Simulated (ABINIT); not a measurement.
Band structure of NiSi₂ (Fm-3m, 3 atoms in the cell).

```xyz
3
Lattice="0.0000 2.6690 2.6690 2.6690 0.0000 2.6690 2.6690 2.6690 0.0000" Properties=species:S:1:pos:R:3 pbc="T T T"
Si     1.3345     1.3345     1.3345
Si     4.0035     4.0035     4.0035
Ni     0.0000     0.0000     0.0000
```

Method of the run: PBE, norm-conserving pseudopotentials (PseudoDojo nc-sr-05 PBE standard) (plane waves; ABINIT 10.0.3).

Settings: pseudos = [Si.upf, Ni.upf]; ecut = 1333 eV; occopt = 7; tsmear = 0.00499791 Ha; ngkpt = 9 9 9; nshiftk = 1; shiftk = 0 0 0; potentials = PseudoDojo nc-sr-05 PBE standard; kptopt = 1; nstep = 60; toldfe1 = 1e-09 Ha; ndtset = 2; getden2 = 1.

The starting cell has typed, rounded lattice constants, without a prior relaxation at this level. Its lattice was rescaled by a random factor within 2.5 % of one. Spin polarisation is off.

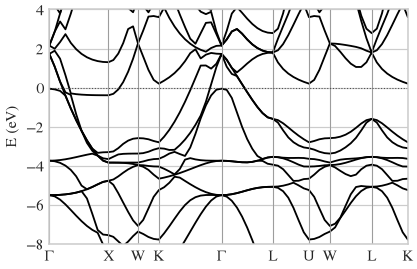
Bands along the path, energies from the Fermi level.

Levels in eV from the Fermi level, bands 10 to 17:
| point | 10 | 11 | 12 | 13 | 14 | 15 | 16 | 17 |
|---|---|---|---|---|---|---|---|---|
| Γ | -3.75 | -0.06 | 1.72 | 1.72 | 1.72 | 2.15 | 2.15 | 2.15 |
| X | -3.84 | -3.84 | -3.66 | -3.31 | -0.39 | 1.30 | 7.66 | 8.56 |
| W | -3.97 | -3.84 | -3.38 | -2.59 | 2.26 | 2.26 | 4.58 | 5.26 |
| K | -4.04 | -3.65 | -3.10 | -2.80 | 0.20 | 3.61 | 4.71 | 6.59 |
| L | -3.55 | -3.55 | -1.60 | -1.60 | 1.80 | 1.80 | 1.80 | 2.79 |
| U | -4.04 | -3.65 | -3.10 | -2.80 | 0.20 | 3.61 | 4.71 | 6.59 |

Bands cross the Fermi level along this path, so the cell is metallic at this level.
